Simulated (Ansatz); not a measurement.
**Na under a change: 6 layers**

Consider Na in the bcc (W type) structure (space group Im-3m, No. 229; a = 4.223 Å). Axes: x, y, z lie along the cube axes.

Modification: a free-standing slab of 6 layers (6 atoms, 1 a layer) is cut normal to [110], with 15 Å of vacuum and the in-plane cell held at bulk.

Level of theory: r2SCAN/PAW in Ansatz (an electronic-structure program), scalar-relativistic without spin-orbit coupling. Γ-centred 14×14×1 mesh, Fermi–Dirac width 0.05 eV, for the changed cell.

| quantity | base | changed | shift |
|---|---|---|---|
| layer's space group (with vacuum) | – | Cmme (No. 67) | – |
| shortest interatomic distance | 365.7 pm | 358.2 pm | -7.58 pm |
| band gap | zero | zero | – |
| excess energy per area of both faces (slab less bulk energy over the cell's area: twice a surface energy) (uncertain by up to 0.08 J/m²) | – | 0.5 J/m² | – |
| change of the spacing d12 from its bulk value of 2.986 Å | – | -3.1 % | – |
| change of the spacing d23 from its bulk value of 2.986 Å | – | -1.0 % | – |

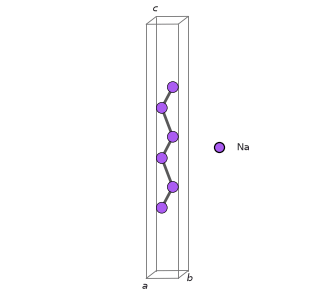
*The relaxed cell after the change*

The excess energy carries the mismatch between the slab's and the bulk's meshes. Stability against distortions was not tested.
